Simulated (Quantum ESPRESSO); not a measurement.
# Calcium (Fm-3m): phonons and their coupling to the electrons

How strong is the electron-phonon coupling in Calcium (Fm-3m)?

Main program and level: Quantum ESPRESSO 7.5; DFT LDA, scalar-relativistic, plane waves, PseudoDojo norm-conserving pseudopotentials.

## Step 1: The starting structure

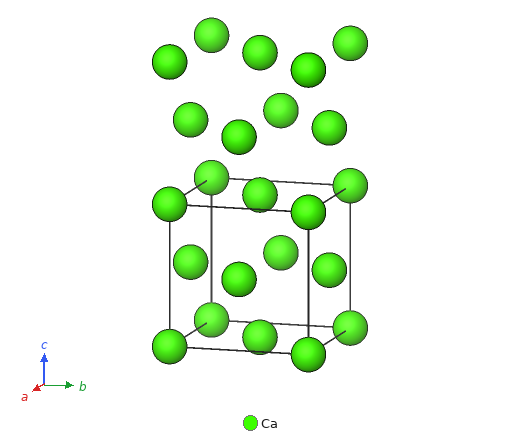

Start, viewed slightly off an axis; calcium green. 1×1×2 cells are drawn. This picture shows the conventional cell, with its axes. Some periodic images of atoms are drawn too.

Coordinates:

```cif
data_structure
_symmetry_space_group_name_H-M 'P 1'
_symmetry_Int_Tables_number 1
_cell_length_a 3.9516
_cell_length_b 3.9516
_cell_length_c 3.9516
_cell_angle_alpha 60.000
_cell_angle_beta 60.000
_cell_angle_gamma 60.000
_cell_volume 43.63
loop_
_atom_site_label
_atom_site_type_symbol
_atom_site_fract_x
_atom_site_fract_y
_atom_site_fract_z
_atom_site_occupancy
Ca1 Ca 0.00000 0.00000 0.00000 1
```

## Step 2: A first look

Before anything dear is run, a loose run with smearing shows whether this is a metal and how far the cell is from rest.

Contents of probe.in:

```
&control
   calculation = 'scf'
   prefix = 'x'
   outdir = './tmp'
   pseudo_dir = './pseudo'
   tprnfor = .true.
   tstress = .true.
   verbosity = 'high'
/
&system
   ibrav = 0
   nat = 1
   ntyp = 1
   ecutwfc = 72.0
   occupations = 'smearing'
   smearing = 'gaussian'
   degauss = 0.01
/
&electrons
   conv_thr = 1.0d-07
   mixing_beta = 0.7
   electron_maxstep = 100
/
ATOMIC_SPECIES
 Ca     40.0780  Ca.upf
CELL_PARAMETERS angstrom
     0.000000000    2.794200000    2.794200000
     2.794200000    0.000000000    2.794200000
     2.794200000    2.794200000    0.000000000
ATOMIC_POSITIONS crystal
 Ca     0.000000000   0.000000000   0.000000000
K_POINTS automatic
 6 6 6 0 0 0
```

The run is started by

```console
$ OMP_NUM_THREADS=1 mpirun -n 4 pw.x -nk 4 -in probe.in > probe.out
```

The log of the run:

```text
[banners, grids, parts of the stress and lines that vanish by symmetry left out]
Program PWSCF v.7.5
     Message from routine setup:
     using ibrav=0 with symmetry is DISCOURAGED, use correct ibrav instead
[...]
kinetic-energy cutoff     =      72.0000  Ry
     charge density cutoff     =     288.0000  Ry
     scf convergence threshold =      1.0E-07
[...]
Exchange-correlation= SLA  PW   NOGX NOGC
                           (   1   4   0   0   0   0   0)
[...]
48 Sym. Ops., with inversion, found
[...]
(     0          1          0      )
                  (     0          0          1      )
[...]
( -0.0000000  1.0000000  0.0000000 )
                  ( -0.0000000  0.0000000  1.0000000 )
[...]
(     1          0         -1      )
                  (     0          0         -1      )
[...]
(  0.0000000 -1.0000000 -0.0000000 )
[...]
(    -1          1          0      )
                  (     0          1         -1      )
[...]
( -1.0000000  0.0000000 -0.0000000 )
                  ( -0.0000000  1.0000000 -0.0000000 )
[...]
number of k points=    16  Gaussian smearing, width (Ry)=  0.0100
[...]
c_bands:  1 eigenvalues not converged
[...]
End of self-consistent calculation
[...]
the Fermi energy is     4.6090 ev
!    total energy              =     -77.34364636 Ry
[...]
convergence has been achieved in   5 iterations
[...]
atom    1 type  1   force =     0.00000000    0.00000000    0.00000000
[...]
Total force =     0.000000     Total SCF correction =     0.000000
[...]
total   stress  (Ry/bohr**3)                   (kbar)     P=      -21.79
[...]
XML data file, charge density, pseudopotentials, collected wavefunctions

   JOB DONE.
```

It took 2.9 s on 4 MPI ranks of AMD EPYC 7R43, shared host.

Read from the output:

* volume per atom: 43.63 Å³
* pressure: -2.179 GPa
* gap on the k-mesh: 0 eV

No gap opens on this mesh, so smearing is kept; the start stands at -2.2 GPa.

## Step 3: Relaxing the cell and atoms

The relaxation runs at a cutoff a fifth above that of the response, since stress converges more slowly with the basis than frequencies do. Forces and stress are brought to rest with tight thresholds.

Contents of relax.in:

```
&control
   calculation = 'vc-relax'
   prefix = 'x'
   outdir = './tmp'
   pseudo_dir = './pseudo'
   tprnfor = .true.
   tstress = .true.
   forc_conv_thr = 2.0d-05
   etot_conv_thr = 1.0d-07
   nstep = 40
/
&system
   ibrav = 0
   nat = 1
   ntyp = 1
   ecutwfc = 86
   occupations = 'smearing'
   smearing = 'mv'
   degauss = 0.02
/
&electrons
   conv_thr = 1.0d-11
   mixing_beta = 0.7
   electron_maxstep = 100
/
&ions
/
&cell
   press_conv_thr = 0.2
/
ATOMIC_SPECIES
 Ca     40.0780  Ca.upf
CELL_PARAMETERS angstrom
     0.000000000    2.794200000    2.794200000
     2.794200000    0.000000000    2.794200000
     2.794200000    2.794200000    0.000000000
ATOMIC_POSITIONS crystal
 Ca     0.000000000   0.000000000   0.000000000
K_POINTS automatic
 12 12 12 0 0 0
```

The run is started by

```console
$ OMP_NUM_THREADS=1 mpirun -n 4 pw.x -nk 4 -in relax.in > relax.out
```

The log of the run:

```text
[banners, grids, parts of the stress and lines that vanish by symmetry left out]
[banner, memory and clock lines left out]
Program PWSCF v.7.5

[...]
kinetic-energy cutoff     =      86.0000  Ry
     charge density cutoff     =     344.0000  Ry
     scf convergence threshold =      1.0E-11
[...]
energy convergence thresh.=      1.0E-07
     force convergence thresh. =      2.0E-05
     press convergence thresh. =      2.0E-01
     Exchange-correlation= SLA  PW   NOGX NOGC
                           (   1   4   0   0   0   0   0)
[...]
48 Sym. Ops., with inversion, found
[...]
number of k points=    72  Marzari-Vanderbilt smearing, width (Ry)=  0.0200
[...]
End of self-consistent calculation
[...]
the Fermi energy is     4.5933 ev
!    total energy              =     -77.34495921 Ry
[...]
convergence has been achieved in   7 iterations
[...]
atom    1 type  1   force =     0.00000000    0.00000000    0.00000000
     Total force =     0.000000     Total SCF correction =     0.000000
[...]
total   stress  (Ry/bohr**3)                   (kbar)     P=      -21.44
[...]
number of bfgs steps    =   0
[...]
CELL_PARAMETERS (angstrom)
[...]
ATOMIC_POSITIONS (crystal)
Ca               0.0000000000        0.0000000000        0.0000000000
[...]
New effective cutoffs (rho, wfc):  346.24   86.63
[...]
End of self-consistent calculation
[...]
the Fermi energy is     4.6676 ev
!    total energy              =     -77.34541223 Ry
[...]
convergence has been achieved in   5 iterations
[...]
atom    1 type  1   force =     0.00000000    0.00000000    0.00000000
     Total force =     0.000000     Total SCF correction =     0.000000
[...]
total   stress  (Ry/bohr**3)                   (kbar)     P=      -20.11
[...]
number of bfgs steps    =   1
[...]
WARNING: bfgs curvature condition failed, Theta= 0.859
[...]
CELL_PARAMETERS (angstrom)
[...]
ATOMIC_POSITIONS (crystal)
Ca               0.0000000000        0.0000000000        0.0000000000
[...]
New effective cutoffs (rho, wfc):  350.07   87.59
[...]
End of self-consistent calculation
[...]
the Fermi energy is     4.7810 ev
!    total energy              =     -77.34602999 Ry
[...]
convergence has been achieved in   7 iterations
[...]
atom    1 type  1   force =     0.00000000    0.00000000    0.00000000
     Total force =     0.000000     Total SCF correction =     0.000000
[...]
total   stress  (Ry/bohr**3)                   (kbar)     P=      -17.99
[...]
number of bfgs steps    =   2
[...]
CELL_PARAMETERS (angstrom)
[...]
ATOMIC_POSITIONS (crystal)
Ca               0.0000000000        0.0000000000        0.0000000000
[...]
New effective cutoffs (rho, wfc):  355.93   89.05
[...]
End of self-consistent calculation
[...]
the Fermi energy is     4.9556 ev
!    total energy              =     -77.34681126 Ry
[...]
convergence has been achieved in   7 iterations
[...]
atom    1 type  1   force =     0.00000000    0.00000000    0.00000000
     Total force =     0.000000     Total SCF correction =     0.000000
[...]
convergence has been achieved in   7 iterations
[...]
atom    1 type  1   force =     0.00000000    0.00000000    0.00000000
     Total force =     0.000000     Total SCF correction =     0.000000
[...]
total   stress  (Ry/bohr**3)                   (kbar)     P=       -8.66
[...]
number of bfgs steps    =   4
[...]
CELL_PARAMETERS (angstrom)
[...]
ATOMIC_POSITIONS (crystal)
Ca               0.0000000000        0.0000000000        0.0000000000
[...]
New effective cutoffs (rho, wfc):  378.20   94.62
[...]
the Fermi energy is     5.6299 ev
!    total energy              =     -77.34801468 Ry
[...]
convergence has been achieved in   7 iterations
[...]
atom    1 type  1   force =     0.00000000    0.00000000    0.00000000
     Total force =     0.000000     Total SCF correction =     0.000000
[...]
total   stress  (Ry/bohr**3)                   (kbar)     P=        1.00
[...]
number of bfgs steps    =   5
[...]
CELL_PARAMETERS (angstrom)
[...]
ATOMIC_POSITIONS (crystal)
Ca               0.0000000000        0.0000000000        0.0000000000
[...]
New effective cutoffs (rho, wfc):  376.85   94.29
[...]
the Fermi energy is     5.5885 ev
!    total energy              =     -77.34801906 Ry
[...]
convergence has been achieved in   6 iterations
[...]
atom    1 type  1   force =     0.00000000    0.00000000    0.00000000
     Total force =     0.000000     Total SCF correction =     0.000000
[...]
total   stress  (Ry/bohr**3)                   (kbar)     P=       -0.05
[...]
number of bfgs steps    =   6
[...]
CELL_PARAMETERS (angstrom)
[...]
ATOMIC_POSITIONS (crystal)
Ca               0.0000000000        0.0000000000        0.0000000000
[...]
New effective cutoffs (rho, wfc):  376.92   94.30
[...]
End of self-consistent calculation
[...]
the Fermi energy is     5.5906 ev
!    total energy              =     -77.34801907 Ry
[...]
convergence has been achieved in   4 iterations
[...]
atom    1 type  1   force =     0.00000000    0.00000000    0.00000000
     Total force =     0.000000     Total SCF correction =     0.000000
[...]
total   stress  (Ry/bohr**3)                   (kbar)     P=       -0.00
[...]
bfgs converged in   8 scf cycles and   7 bfgs steps
[...]
End of BFGS Geometry Optimization
     Final enthalpy           =     -77.3480190728 Ry
     File ./tmp/x.bfgs deleted, as requested
[...]
CELL_PARAMETERS (angstrom)
[...]
ATOMIC_POSITIONS (crystal)
Ca               0.0000000000        0.0000000000        0.0000000000
[...]
Final scf calculation at the relaxed structure.
[...]
kinetic-energy cutoff     =      86.0000  Ry
     charge density cutoff     =     344.0000  Ry
     scf convergence threshold =      1.0E-13
[...]
press convergence thresh. =      2.0E-01
     Exchange-correlation= SLA  PW   NOGX NOGC
                           (   1   4   0   0   0   0   0)
[...]
48 Sym. Ops., with inversion, found
[...]
number of k points=    72  Marzari-Vanderbilt smearing, width (Ry)=  0.0200
[...]
c_bands:  1 eigenvalues not converged
     c_bands:  2 eigenvalues not converged
     c_bands:  3 eigenvalues not converged
     c_bands:  4 eigenvalues not converged
[...]
c_bands:  2 eigenvalues not converged
     c_bands:  3 eigenvalues not converged
[...]
End of self-consistent calculation
[...]
the Fermi energy is     5.5906 ev
!    total energy              =     -77.34801554 Ry
[...]
convergence has been achieved in   9 iterations
[...]
atom    1 type  1   force =     0.00000000    0.00000000    0.00000000
     Total force =     0.000000     Total SCF correction =     0.000000
[...]
total   stress  (Ry/bohr**3)                   (kbar)     P=       -0.01
[...]
XML data file, charge density, pseudopotentials, collected wavefunctions
```

Run time: 63 s. Hardware: 4 MPI ranks.

The steps of the relaxation:

| step | energy less that of the first step (eV) | largest force (eV/Å) | pressure (GPa) | volume (Å³) |
| --- | --- | --- | --- | --- |
| 1 | 0.0000 | 0.0000 | -2.14 | 43.63 |
| 2 | -0.0062 | 0.0000 | -2.01 | 43.16 |
| 3 | -0.0146 | 0.0000 | -1.80 | 42.45 |
| 4 | -0.0252 | 0.0000 | -1.45 | 41.41 |
| 5 | -0.0364 | 0.0000 | -0.87 | 39.87 |
| 6 | -0.0416 | 0.0000 | 0.10 | 37.80 |
| 7 | -0.0416 | 0.0000 | -0.01 | 38.01 |
| 8 | -0.0416 | 0.0000 | 0.00 | 38.00 |
| 9 | -0.0416 | 0.0000 | 0.00 | 38.00 |

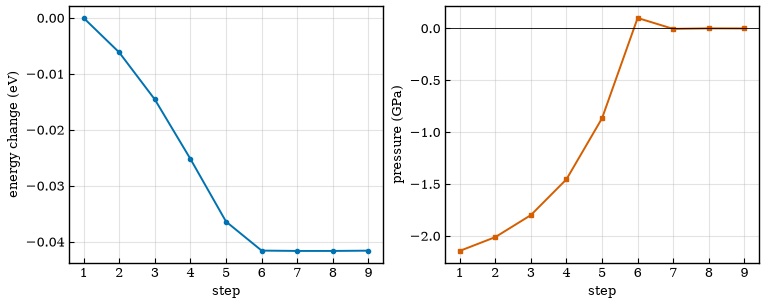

Energy and pressure along the relaxation.

| conventional cell, symmetrised | before | after | change |
| --- | --- | --- | --- |
| a (Å) | 5.588 | 5.337 | -4.5 % |
| b (Å) | 5.588 | 5.337 | -4.5 % |
| c (Å) | 5.588 | 5.337 | -4.5 % |
| volume (Å³/atom) | 43.63 | 38.00 | -12.9 % |

The relaxed structure:

```cif
data_structure
_symmetry_space_group_name_H-M 'P 1'
_symmetry_Int_Tables_number 1
_cell_length_a 3.7736
_cell_length_b 3.7736
_cell_length_c 3.7736
_cell_angle_alpha 60.000
_cell_angle_beta 60.000
_cell_angle_gamma 60.000
_cell_volume 38.00
loop_
_atom_site_label
_atom_site_type_symbol
_atom_site_fract_x
_atom_site_fract_y
_atom_site_fract_z
_atom_site_occupancy
Ca1 Ca 0.00000 0.00000 0.00000 1
```

The last row of the table of steps is pw.x's closing run on a basis chosen anew for the final cell, so its energy can jump.

Read from the output:

```yaml
volume_per_atom: 38.00 Å³
pressure: -0.001 GPa
```

The volume changes by -12.9 % from the cell with which this run began.

## Step 4: Ground state

The response is built on this ground state, so it is converged far tighter than an energy would need. Smearing stays on, as the first look found no gap above 0.3 eV.

Contents of scf.in:

```
&control
   calculation = 'scf'
   prefix = 'x'
   outdir = './tmp'
   pseudo_dir = './pseudo'
   tprnfor = .true.
   tstress = .true.
/
&system
   ibrav = 0
   nat = 1
   ntyp = 1
   ecutwfc = 72.0
   occupations = 'smearing'
   smearing = 'mv'
   degauss = 0.02
/
&electrons
   conv_thr = 1.0d-12
   mixing_beta = 0.7
   electron_maxstep = 100
/
ATOMIC_SPECIES
 Ca     40.0780  Ca.upf
CELL_PARAMETERS angstrom
     0.000000000    2.668323910    2.668323910
     2.668323910    0.000000000    2.668323910
     2.668323910    2.668323910    0.000000000
ATOMIC_POSITIONS crystal
 Ca     0.000000000   0.000000000   0.000000000
K_POINTS automatic
 12 12 12 0 0 0
```

The run is started by

```console
$ OMP_NUM_THREADS=1 mpirun -n 4 pw.x -nk 4 -in scf.in > scf.out
```

The log of the run:

```text
[banners, grids, parts of the stress and lines that vanish by symmetry left out]
[banner, memory and clock lines left out]
Program PWSCF v.7.5

[...]
kinetic-energy cutoff     =      72.0000  Ry
     charge density cutoff     =     288.0000  Ry
     scf convergence threshold =      1.0E-12
[...]
Exchange-correlation= SLA  PW   NOGX NOGC
                           (   1   4   0   0   0   0   0)
[...]
48 Sym. Ops., with inversion, found
[...]
number of k points=    72  Marzari-Vanderbilt smearing, width (Ry)=  0.0200
[...]
End of self-consistent calculation
[...]
the Fermi energy is     5.5906 ev
!    total energy              =     -77.34800912 Ry
[...]
convergence has been achieved in   8 iterations
[...]
atom    1 type  1   force =     0.00000000    0.00000000    0.00000000
     Total force =     0.000000     Total SCF correction =     0.000000
[...]
total   stress  (Ry/bohr**3)                   (kbar)     P=       -0.02
[...]
XML data file, charge density, pseudopotentials, collected wavefunctions
```

It took 6.5 s on 4 MPI ranks; 25 s of CPU time.

Read from the output:

```
pressure : -0.002 GPa
```

The cell stands at -0.002 GPa, close enough for phonons.

## Step 5: Levels on a dense mesh

The coupling is a sum over pairs of states at the Fermi level and needs a much denser mesh than the density does.

scf_fit.in, as its differences from scf.in of step 4:

```diff
@@ -16,5 +16,6 @@
    degauss = 0.02
+   la2F = .true.
 /
 &electrons
-   conv_thr = 1.0d-12
+   conv_thr = 1.0d-10
    mixing_beta = 0.7
@@ -31,2 +32,2 @@
 K_POINTS automatic
- 12 12 12 0 0 0
+ 24 24 24 0 0 0
```

The run is started by

```console
$ OMP_NUM_THREADS=1 mpirun -n 4 pw.x -nk 4 -in scf_fit.in > scf_fit.out
```

The log of the run:

```text
[banners, grids, parts of the stress and lines that vanish by symmetry left out]
[banner, memory and clock lines left out]
Program PWSCF v.7.5

[...]
kinetic-energy cutoff     =      72.0000  Ry
     charge density cutoff     =     288.0000  Ry
     scf convergence threshold =      1.0E-10
[...]
Exchange-correlation= SLA  PW   NOGX NOGC
                           (   1   4   0   0   0   0   0)
[...]
48 Sym. Ops., with inversion, found
[...]
number of k points=   413  Marzari-Vanderbilt smearing, width (Ry)=  0.0200
[...]
c_bands:  1 eigenvalues not converged
     c_bands:  1 eigenvalues not converged
     c_bands:  1 eigenvalues not converged
     c_bands:  1 eigenvalues not converged
[...]
End of self-consistent calculation
[...]
the Fermi energy is     5.5869 ev
!    total energy              =     -77.34802891 Ry
[...]
convergence has been achieved in   7 iterations
[...]
atom    1 type  1   force =     0.00000000    0.00000000    0.00000000
     Total force =     0.000000     Total SCF correction =     0.000000
[...]
total   stress  (Ry/bohr**3)                   (kbar)     P=        0.02
[...]
XML data file, charge density, pseudopotentials, collected wavefunctions
```

It took 29 s on 4 MPI ranks; 1.9 min of CPU time.

Numbers from this step:

```
pressure : 0.002 GPa
```

## Step 6: Ground state

The run on the dense mesh left its levels for the electron-phonon sums; ph.x needs the ground state on the coarse mesh, so pw.x runs once more in the same folder.

scf.in is that of step 4.

The run is started by

```console
$ OMP_NUM_THREADS=1 mpirun -n 4 pw.x -nk 4 -in scf.in > scf.out
```

The log of the run:

```text
[banners, grids, parts of the stress and lines that vanish by symmetry left out]
[banner, memory and clock lines left out]
Program PWSCF v.7.5

[...]
kinetic-energy cutoff     =      72.0000  Ry
     charge density cutoff     =     288.0000  Ry
     scf convergence threshold =      1.0E-12
[...]
Exchange-correlation= SLA  PW   NOGX NOGC
                           (   1   4   0   0   0   0   0)
[...]
48 Sym. Ops., with inversion, found
[...]
number of k points=    72  Marzari-Vanderbilt smearing, width (Ry)=  0.0200
[...]
End of self-consistent calculation
[...]
the Fermi energy is     5.5906 ev
!    total energy              =     -77.34800912 Ry
[...]
convergence has been achieved in   8 iterations
[...]
atom    1 type  1   force =     0.00000000    0.00000000    0.00000000
     Total force =     0.000000     Total SCF correction =     0.000000
[...]
total   stress  (Ry/bohr**3)                   (kbar)     P=       -0.02
[...]
XML data file, charge density, pseudopotentials, collected wavefunctions
```

The job ended after 6.8 s (4 MPI ranks; 25 s of CPU time).

Numbers from this step:

| Quantity | Value |
| --- | --- |
| pressure | -0.002 GPa |

[end of part 1 of 3]

[Host names and launcher messages were left out of these logs when they were recorded.]

[Logs are printed without paths, hosts, clocks, repeated set-up lines and the standing remarks that a program may print on its own settings, such as how far it seeks lower states.]

[Hosts, paths, dates, database ids (printed as entryN), source tags and the programs' standing remarks are cut or masked in the printed files.]
